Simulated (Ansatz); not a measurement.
Run report: CO, molecular dynamics (part 2 of 2)

Continued. System: CO (disordered cell, 20 atoms in the cell). Method: DFT PBE-D3(BJ), scalar-relativistic, plane waves, PAW, no spin polarisation (Ansatz 0.2.0); cutoff 420 eV, 1×1×1 k-mesh, Fermi–Dirac smearing of 0.05 eV. It belongs to a series of runs on one base structure; here: dynamics from the last frame of the run before.

Geometry of the input (Å; fractional positions):
```
7.7418  0.0000  0.0000
0.0000  7.7418  0.0000
0.0000  0.0000  7.7418
O  1.0011  0.2676  0.2083
C  1.0774  0.2140  0.0942
O  0.1315  0.7061  0.4568
C  0.2612  0.7534  0.4924
O  0.8844  0.8529  0.2266
C  0.7601  0.8335  0.1465
O  0.5256  0.2744  0.5839
C  0.4853  0.1462  0.6401
O  1.0021  0.3982  0.6320
C  1.1157  0.3447  0.7054
O  0.2582  0.8363  -0.0403
C  0.2469  0.7156  0.0356
O  0.8821  1.0088  0.5893
C  0.9353  0.9746  0.7231
O  0.4354  0.2018  0.1364
C  0.5237  0.2400  0.0235
O  0.6081  0.6502  0.5153
C  0.6604  0.5669  0.4019
O  0.7174  0.5250  0.8973
C  0.5805  0.5425  0.8411
```

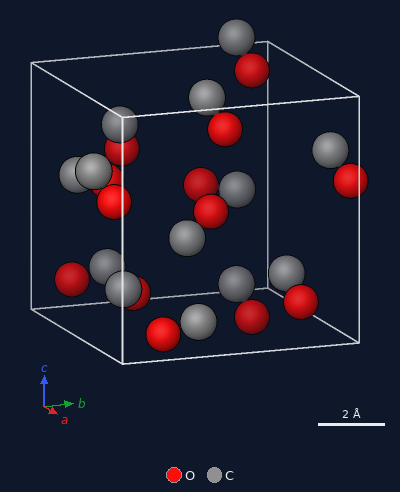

**Figure 1.** The geometry at step 200 of the log (spheres-only view of the cell of the calculation, seen slightly off an axis).

Output, continued:
```
--- Forces (eV/Å), atoms counted from 1 ---
  atom   1  O      0.26065058    -0.20745866    -0.09577513
  atom   2  C     -0.17009320     0.02380729    -0.01368105
  atom   3  O     -0.91803358     0.05668806    -1.04086525
  atom   4  C      0.90013810    -0.01357828     1.01344503
  atom   5  O      0.36282368     0.01887611    -0.36268709
  atom   6  C     -0.01295124    -0.25136799    -0.30905306
  atom   7  O     -1.29582712    -0.82821977     0.38229998
  atom   8  C      0.96172675     1.03968685     0.12814932
  atom   9  O      0.43133148     0.67795712     0.12002700
  atom  10  C     -0.52752481    -0.68420796    -0.28487713
  atom  11  O      0.50713959     0.63787297     0.29142573
  atom  12  C     -0.49458630    -0.49593673    -0.11282924
  atom  13  O      0.30697773    -0.72237135     0.33037222
  atom  14  C     -0.24333227     0.86539113    -0.33257259
  atom  15  O      0.34239593     2.37469043     0.24020213
  atom  16  C     -0.26881885    -2.41016761    -0.16526073
  atom  17  O     -0.15945641     0.36276933     0.54583696
  atom  18  C      0.01872021    -0.37399271    -0.47189499
  atom  19  O     -0.42302791     1.02246762     0.70057551
  atom  20  C      0.42174693    -1.09287745    -0.56285268
  max |Σ_I F_I| component: 2.84e-5 eV/Å
--- MD trajectory: 400 steps, t = 0.0 → 400.0 fs ---
  final state: T = 359.6 K   F+E_penalty+E_count = -8166.44715741 eV   E_kin = 0.929692 eV
```

Trajectory as extended XYZ (Å, eV, eV/Å), 11 of the 401 frames kept, from step=0 to step=400:
```
20
Lattice="7.7418 0.0000 0.0000 0.0000 7.7418 0.0000 0.0000 0.0000 7.7418" Properties=species:S:1:pos:R:3:forces:R:3 step=0 time_fs=0.0 energy=-8166.42653 temperature=380.0
O     7.7506    2.0717    1.6128    0.3198  -0.1810  -0.4205
C     8.3411    1.6564    0.7293   -0.5413   0.2318   0.4761
O     1.0181    5.4663    3.5368   -3.5435  -1.3725  -0.9452
C     2.0225    5.8323    3.8122    3.4131   1.4639   0.9440
O     6.8469    6.6031    1.7545   -1.7390  -0.1944  -1.2510
C     5.8845    6.4525    1.1344    1.7227   0.3912   1.1002
O     4.0687    2.1245    4.5202    0.2550   0.6994  -0.4683
C     3.7572    1.1322    4.9552   -0.2912  -0.9490   0.3861
O     7.7580    3.0830    4.8930   -0.8834   0.3849  -0.4851
C     8.6372    2.6687    5.4613    0.8820  -0.3129   0.4988
O     1.9988    6.4744   -0.3123    0.2924   2.8285  -1.7804
C     1.9115    5.5400    0.2759   -0.2365  -2.8585   1.7661
O     6.8286    7.8098    4.5623    0.4015  -0.2786   1.0645
C     7.2409    7.5453    5.5979   -0.5327   0.1935  -1.0153
O     3.3705    1.5621    1.0559    0.9942   0.4251  -0.9991
C     4.0546    1.8582    0.1821   -0.9951  -0.8466   1.2784
O     4.7075    5.0339    3.9897    1.2767  -1.4940  -2.3088
C     5.1123    4.3887    3.1113   -0.9833   1.5146   2.0392
O     5.5543    4.0644    6.9469   -1.5771   0.5033  -0.9032
C     4.4943    4.2001    6.5112    1.7657  -0.1488   1.0234
20
Lattice="7.7418 0.0000 0.0000 0.0000 7.7418 0.0000 0.0000 0.0000 7.7418" Properties=species:S:1:pos:R:3:forces:R:3 step=40 time_fs=40.0 energy=-8166.50552 temperature=408.9
O     7.9867    2.0783    1.5440   -0.0263  -0.0429  -0.0241
C     7.9313    1.4207    0.6191    0.0304   0.2078   0.1928
O     0.7746    5.6444    3.4323    2.3792   0.0311   0.6512
C     1.9009    5.7559    3.6665   -2.3818  -0.0394  -0.4934
O     6.7611    6.2799    1.6277   -0.3972   0.1929  -0.4694
C     5.6969    6.0957    1.2662    0.3893   0.3180   0.0827
O     4.0759    1.9516    4.5935   -0.8430  -1.5920   0.8453
C     3.5340    1.0778    5.1189    0.9432   1.3581  -0.9544
O     7.8193    3.1642    4.9737   -0.3436   0.1381  -0.1720
C     8.7548    2.6808    5.3862    0.2488  -0.0858   0.2096
O     2.1400    6.5385   -0.4710   -0.0678  -1.4370   1.8583
C     2.1109    5.8291    0.4425    0.1002   1.3797  -1.9234
O     6.9816    7.6900    4.6070   -0.0405   0.1123   0.2662
C     7.2178    7.5674    5.7134   -0.1977  -0.1776  -0.3092
O     3.4598    1.7564    1.1335   -0.4161   0.2071   0.4421
C     4.1712    1.2779    0.3977    0.4551  -0.2218  -0.3545
O     4.4997    4.8404    3.9071   -0.8998   0.9217   1.6271
C     5.0987    4.3785    3.0850    1.0565  -1.2249  -1.5296
O     5.6927    4.3001    6.7043    1.0032   0.1304  -0.0306
C     4.5800    4.1234    6.7113   -0.9921  -0.1759   0.0854
20
Lattice="7.7418 0.0000 0.0000 0.0000 7.7418 0.0000 0.0000 0.0000 7.7418" Properties=species:S:1:pos:R:3:forces:R:3 step=80 time_fs=80.0 energy=-8166.58862 temperature=391.7
O     8.2067    1.9103    1.5113    0.3809   0.2377   0.7252
C     7.6635    1.5419    0.5943   -0.4104  -0.1629  -0.6539
O     0.6898    5.5158    3.4415   -0.0526  -0.1420   0.0200
C     1.7481    5.9235    3.4486    0.1280   0.1885   0.0887
O     6.6324    6.0866    1.3800    2.0948   0.2845  -0.0123
C     5.5174    6.0124    1.3498   -1.9940  -0.0102  -0.1571
O     3.9909    1.5471    4.7041    1.0665   0.9558  -0.9505
C     3.3280    0.8824    5.3193   -0.8341  -1.0754   0.8143
O     7.8989    3.1450    4.9435    0.9312  -0.6073   0.4472
C     8.8209    2.6504    5.4082   -1.0997   0.6818  -0.3923
O     2.2090    6.6370   -0.4722   -0.0799   0.6365  -1.3589
C     2.2020    6.1151    0.5206   -0.0263  -0.8409   1.2769
O     6.9705    7.7204    4.6011   -0.0406   0.2108  -0.3396
C     6.9200    7.3851    5.6812   -0.0705  -0.1891   0.3698
O     3.4909    1.8772    1.1030    0.9544  -1.3522  -0.3780
C     4.1849    1.0193    0.7795   -0.9647   1.3761   0.4810
O     4.4919    4.8012    3.8697    1.3080  -2.1600  -1.5823
C     4.9968    3.9992    3.1935   -1.2953   1.9999   1.7093
O     5.7700    4.4379    6.5456   -0.7988  -0.4797   0.3722
C     4.8319    3.9576    6.9901    0.8031   0.4482  -0.4798
20
Lattice="7.7418 0.0000 0.0000 0.0000 7.7418 0.0000 0.0000 0.0000 7.7418" Properties=species:S:1:pos:R:3:forces:R:3 step=120 time_fs=120.0 energy=-8166.45066 temperature=425.9
O     8.3628    1.5553    1.4772   -1.5037   0.7635  -1.4041
C     7.6114    1.9731    0.7059    1.3844  -0.8045   1.4789
O     0.7189    5.3907    3.4930    0.2382   0.2313  -0.0895
C     1.5536    6.1639    3.4579   -0.1127  -0.1407   0.1018
O     6.4737    5.9805    1.1141   -3.8161   0.3776   1.2158
C     5.3357    6.0311    1.4110    3.9699  -0.0457  -1.0210
O     4.0983    1.2650    4.7776   -0.0504  -0.1433   0.1171
C     3.3289    0.6227    5.3148    0.1095   0.0989  -0.2267
O     8.0256    3.0848    4.8869   -0.9637   0.6131  -0.9071
C     8.7155    2.5250    5.5717    0.9304  -0.6532   0.9788
O     2.2327    6.7058   -0.4511   -0.0665   0.0856  -0.5237
C     2.1057    6.2781    0.5859   -0.1036  -0.3851   0.5401
O     6.9913    7.7807    4.6730   -0.2864  -0.4138   0.7265
C     6.6683    7.2483    5.6313    0.2583   0.5200  -0.6897
O     3.4164    2.0484    1.0799   -0.8094   0.9190   0.0866
C     4.0599    1.1289    1.0478    0.7959  -0.9338  -0.0318
O     4.7003    4.6033    3.8723   -0.2345   0.7860   0.4410
C     4.8676    3.5782    3.4337    0.2806  -0.6673  -0.5031
O     5.8323    4.4655    6.5161    0.3422   0.1092  -0.5000
C     5.1707    3.9033    7.2381   -0.3623  -0.3167   0.2101
20
Lattice="7.7418 0.0000 0.0000 0.0000 7.7418 0.0000 0.0000 0.0000 7.7418" Properties=species:S:1:pos:R:3:forces:R:3 step=160 time_fs=160.0 energy=-8166.33968 temperature=382.6
O     8.2252    1.3142    1.1711    0.7875  -2.2640   0.5277
C     7.8109    2.3287    0.9688   -0.9411   2.2369  -0.4096
O     0.7244    5.3187    3.4650    0.4375   0.7482   0.1109
C     1.3347    6.2850    3.5165   -0.3833  -0.7803  -0.0873
O     6.3593    6.0732    0.9947    3.9159  -0.2077  -1.9348
C     5.4053    6.1962    1.5306   -3.7803   0.5771   2.1858
O     4.3278    0.9665    4.9026    0.1030   0.3231  -0.0731
C     3.3708    0.3995    5.1150   -0.4694  -0.1591   0.0737
O     8.0856    2.9354    4.8436    0.6737  -0.7189   1.0366
C     8.6518    2.4097    5.6916   -0.6058   0.7143  -1.0258
O     2.2789    6.6162   -0.3288   -0.6335  -0.6830   1.9718
C     1.9481    6.2742    0.7240    0.6737   0.5428  -2.1617
O     7.0034    7.8106    4.7465   -0.0666  -0.1267   0.1188
C     6.4369    7.3157    5.5984    0.3115  -0.0249   0.0044
O     3.2408    2.1835    1.0147    0.3131  -0.6673   0.1153
C     3.9301    1.3145    1.2828   -0.4301   0.5527  -0.2456
O     4.8201    4.3102    3.7778   -0.0646  -0.1673  -0.0492
C     4.8491    3.2772    3.3047    0.1903   0.3432   0.1375
O     5.8374    4.3396    6.5088   -0.6051  -0.6750   1.0311
C     5.3469    3.8829    7.4403    0.5738   0.4360  -1.3265
20
Lattice="7.7418 0.0000 0.0000 0.0000 7.7418 0.0000 0.0000 0.0000 7.7418" Properties=species:S:1:pos:R:3:forces:R:3 step=200 time_fs=200.0 energy=-8166.36928 temperature=404.6
O     7.9067    1.2715    0.8628    0.1442   3.1183   0.9497
C     7.9863    2.3942    1.1738   -0.4146  -3.1407  -0.7915
O     0.6666    5.2930    3.5956   -0.4616  -0.7356   0.1784
C     1.2515    6.2538    3.5013    0.4413   0.6737  -0.2506
O     6.2932    6.3981    1.0770   -2.8410  -0.3172   2.2404
C     5.3629    6.2907    1.7794    2.8411   0.4379  -2.1638
O     4.3155    0.7957    4.9236   -0.0882   0.3233  -0.1398
C     3.3386    0.2201    4.9432   -0.2696  -0.0567   0.1581
O     8.1734    2.7986    4.9009   -0.9915   0.4238  -1.5091
C     8.7530    2.5071    5.8123    1.0912  -0.4193   1.4132
O     2.3259    6.3259   -0.2678    0.9864   0.6600  -1.9222
C     1.8440    6.0043    0.6873   -0.9257  -0.7164   1.7217
O     7.0248    7.7460    4.9290   -0.4924  -0.3799   0.7967
C     6.4090    7.3173    5.7929    0.7882   0.2213  -0.6364
O     2.9871    2.1819    0.9865    0.5597  -0.4028   0.2420
C     3.8509    1.5290    1.3530   -0.6497   0.0659  -0.3981
O     4.8712    4.0029    3.8053   -0.0914  -0.0235  -0.0107
C     5.0747    3.1453    3.0896    0.2875   0.2011   0.2335
O     5.8139    4.0998    6.5908    1.0114   1.0310  -2.3180
C     5.4031    3.6676    7.5300   -0.9254  -0.9643   2.2065
20
Lattice="7.7418 0.0000 0.0000 0.0000 7.7418 0.0000 0.0000 0.0000 7.7418" Properties=species:S:1:pos:R:3:forces:R:3 step=240 time_fs=240.0 energy=-8166.57031 temperature=430.6
O     7.4970    1.4864    0.6596   -1.4886  -2.4577  -2.0106
C     7.9732    2.2555    1.2997    1.4012   2.4358   2.1874
O     0.6107    5.2362    3.9377    0.2100   0.4183  -0.1357
C     1.1094    6.1720    3.5213   -0.1423  -0.3937  -0.0938
O     6.2059    6.6274    1.2323    4.0646   0.9857  -2.3814
C     5.2989    6.3975    1.8052   -4.0615  -1.0504   2.5841
O     4.1597    0.7782    4.8637    0.3726   0.3688  -0.1050
C     3.2912    0.0625    4.9723   -0.4108  -0.3342   0.1445
O     8.2789    2.6909    4.9905    0.2574  -0.1459   0.3898
C     8.9768    2.5883    5.8832   -0.1926   0.0909  -0.4463
O     2.2874    6.0592   -0.1797   -1.3394  -1.3135   1.6848
C     1.6634    5.4569    0.5910    1.3467   1.3094  -1.7326
O     7.0530    7.6990    5.1331    0.6228   0.8012  -1.6520
C     6.6808    7.2803    6.1013   -0.6760  -0.7917   1.6074
O     2.9483    2.1473    0.8705   -0.8949   0.9254  -0.3557
C     3.6964    1.3631    1.1612    0.9563  -1.0325   0.3980
O     4.7856    3.7062    3.8836    0.4680  -0.2136  -0.4796
C     5.5884    3.3257    3.1662   -0.5336   0.2189   0.5271
O     5.7287    3.9894    6.6605   -0.5086  -0.6070   1.7771
C     5.4078    3.6304    7.7087    0.5485   0.7858  -1.9077
20
Lattice="7.7418 0.0000 0.0000 0.0000 7.7418 0.0000 0.0000 0.0000 7.7418" Properties=species:S:1:pos:R:3:forces:R:3 step=280 time_fs=280.0 energy=-8166.66784 temperature=441.9
O     7.1822    1.8528    0.5745    1.3100   0.6099   1.8445
C     7.7971    2.2094    1.4897   -1.1216  -0.8374  -1.7402
O     0.5768    5.2668    4.2075   -0.3177  -0.7012   1.0746
C     0.9230    5.8476    3.3113    0.5311   0.7439  -1.1624
O     6.0455    6.7387    1.4298   -3.1478  -0.9718   2.2933
C     5.1031    6.4569    2.0739    3.2100   0.9216  -2.1223
O     4.0032    0.8465    4.8809    0.5012   0.3052  -0.1722
C     3.2071    0.1005    5.1725   -0.4368  -0.4379   0.1378
O     8.2541    2.5023    5.1716    0.8323   0.0585   0.4931
C     9.2430    2.5989    5.7358   -0.8562   0.0085  -0.4813
O     2.2048    5.7883    0.0224    1.5222   1.8427  -0.5279
C     1.5334    4.9308    0.2627   -1.5098  -1.8082   0.5007
O     7.0011    7.6575    5.3426   -0.0587  -0.3510   0.6501
C     7.0731    7.0647    6.3153   -0.0496   0.3735  -0.6571
O     2.9805    2.0455    0.7620    0.3389  -0.5439   0.1618
C     3.5966    1.1119    0.9799   -0.3945   0.5820  -0.1380
O     4.8335    3.4326    3.6976   -0.4576  -0.0881   0.1017
C     5.9188    3.5970    3.4243    0.2524   0.0923  -0.1784
O     5.5009    3.9772    6.6351    0.2435   0.3299  -2.8389
C     5.4092    3.8568    7.7367   -0.3912  -0.1286   2.7612
20
Lattice="7.7418 0.0000 0.0000 0.0000 7.7418 0.0000 0.0000 0.0000 7.7418" Properties=species:S:1:pos:R:3:forces:R:3 step=320 time_fs=320.0 energy=-8166.59558 temperature=391.1
O     7.1276    2.1804    0.7186   -1.6415  -0.0268  -1.7435
C     7.8769    2.1185    1.5420    1.5543  -0.1539   1.8557
O     0.6670    5.3082    4.3085    0.3948   0.3641  -1.6139
C     0.7012    5.6286    3.2068    0.0783  -0.3942   1.3732
O     5.8583    6.9514    1.9079    2.4183   1.2492  -1.5545
C     5.0084    6.5064    2.4668   -2.3658  -1.2133   1.5941
O     4.0573    0.8765    4.9234   -1.0535  -1.1387   0.5285
C     3.2317    0.1768    5.3109    1.1986   0.8884  -0.5664
O     8.4140    2.2791    5.3593    0.7362   0.3257   0.0982
C     9.4669    2.6639    5.5785   -0.8668  -0.1235  -0.1494
O     2.1013    5.4931    0.1483   -0.8300  -1.2025  -0.1769
C     1.3968    4.5952    0.0184    0.9664   1.3311   0.2156
O     6.9747    7.6339    5.6470   -0.3475   0.5592  -0.4091
C     7.3609    6.7441    6.2241    0.0424  -0.3806   0.6799
O     3.0592    1.9856    0.7174   -0.1610   0.5545   0.0222
C     3.4395    0.9221    0.7305    0.1770  -0.5321  -0.0212
O     4.9642    3.2495    3.4717    0.3737   0.2044   0.0881
C     5.9009    3.8368    3.7458   -0.6250  -0.3597  -0.2350
O     5.3916    4.0085    6.6131   -0.6700   0.5350   2.4180
C     5.1171    4.2487    7.7130    0.6210  -0.4864  -2.4035
20
Lattice="7.7418 0.0000 0.0000 0.0000 7.7418 0.0000 0.0000 0.0000 7.7418" Properties=species:S:1:pos:R:3:forces:R:3 step=360 time_fs=360.0 energy=-8166.51619 temperature=413.7
O     7.0843    2.4023    0.9754    1.2928  -0.7453   0.8140
C     8.0353    2.0124    1.4902   -1.5072   0.5248  -0.6698
O     1.0327    5.3479    4.2606    0.6360  -0.1863   1.4149
C     0.6736    5.4934    3.2084   -0.5120   0.1722  -1.5392
O     5.7663    7.3000    2.4653   -1.3002  -1.4652   0.8494
C     5.0543    6.5216    2.9371    1.3011   1.5092  -1.0018
O     4.1770    0.9361    4.9297    1.5289   1.3208  -0.5565
C     3.3849    0.2137    5.2454   -1.4628  -1.5015   0.5753
O     8.6660    2.0680    5.4599   -1.2806  -0.9079  -0.2190
C     9.5386    2.7677    5.5560    1.1799   1.0022   0.0664
O     1.9927    5.2718    0.2086    0.4064   0.4381   0.1686
C     1.3098    4.4157   -0.0703   -0.2180  -0.1846  -0.0986
O     6.9090    7.6287    5.9292    0.0773  -0.3623   0.1295
C     7.3227    6.6471    6.3314   -0.2686   0.4676  -0.0257
O     3.2584    1.9750    0.5488    0.1406  -2.3505  -0.1099
C     3.2897    0.8197    0.4873   -0.0189   2.3245   0.2069
O     5.0846    3.1960    3.1998   -0.5475  -0.5945  -0.6235
C     5.6099    3.7966    3.9962    0.6134   0.5511   0.1646
O     5.3501    4.0285    6.6057    0.2639  -0.7874  -0.7011
C     5.0203    4.6007    7.5144   -0.3248   0.7749   1.1553
20
Lattice="7.7418 0.0000 0.0000 0.0000 7.7418 0.0000 0.0000 0.0000 7.7418" Properties=species:S:1:pos:R:3:forces:R:3 step=400 time_fs=400.0 energy=-8166.44716 temperature=359.6
O     6.9778    2.3875    1.2264    0.2607  -0.2075  -0.0958
C     7.9922    2.0150    1.5743   -0.1701   0.0238  -0.0137
O     1.4292    5.3781    4.0370   -0.9180   0.0567  -1.0409
C     0.6611    5.3792    3.1849    0.9001  -0.0136   1.0134
O     5.7363    7.5152    2.9764    0.3628   0.0189  -0.3627
C     5.1231    6.6201    3.3022   -0.0130  -0.2514  -0.3091
O     4.3438    0.9471    4.9602   -1.2958  -0.8282   0.3823
C     3.5208    0.1458    4.9933    0.9617   1.0397   0.1281
O     8.9242    1.9731    5.3084    0.4313   0.6780   0.1200
C     9.6765    2.8159    5.4926   -0.5275  -0.6842  -0.2849
O     1.9807    5.2256    0.2092    0.5071   0.6379   0.2914
C     1.3871    4.3437   -0.1677   -0.4946  -0.4959  -0.1128
O     6.7846    7.6055    6.1678    0.3070  -0.7224   0.3304
C     7.1396    6.5943    6.5646   -0.2433   0.8654  -0.3326
O     3.3523    1.8980    0.5576    0.3424   2.3747   0.2402
C     3.2161    0.7957    0.4590   -0.2688  -2.4102  -0.1653
O     5.1376    3.1832    2.9236   -0.1595   0.3628   0.5458
C     5.3623    3.7979    3.8576    0.0187  -0.3740  -0.4719
O     5.2756    3.8891    6.8200   -0.4230   1.0225   0.7006
C     4.9606    4.8532    7.3537    0.4217  -1.0929  -0.5629
```

Results in brief:

| quantity | value |
| --- | --- |
| outcome | finished |
| mean temperature over the second half | 426 K |
| trajectory | 400 steps, 400 fs |
| ensemble | nvt_langevin |
| temperature in the input | 400.0 K |
| time step | 1 fs |
| electrons treated | 100 |
| potential energy (free energy of the electrons) (last step) | −8166.4472 eV |
| Fermi energy (last step) | −1.287 eV |
| largest force (length of the vector) (last step) | 2.431 eV/Å |
| wall time | 13 min |
| peak memory | 0.52 GiB |

Remarks:

The input asks for low accuracy. The k-point mesh is coarse for a cell of this size, so the results may not be converged. So short a trajectory is not equilibrated. The logged temperature at the start can lie below the typed one, since it is counted over all degrees of freedom.
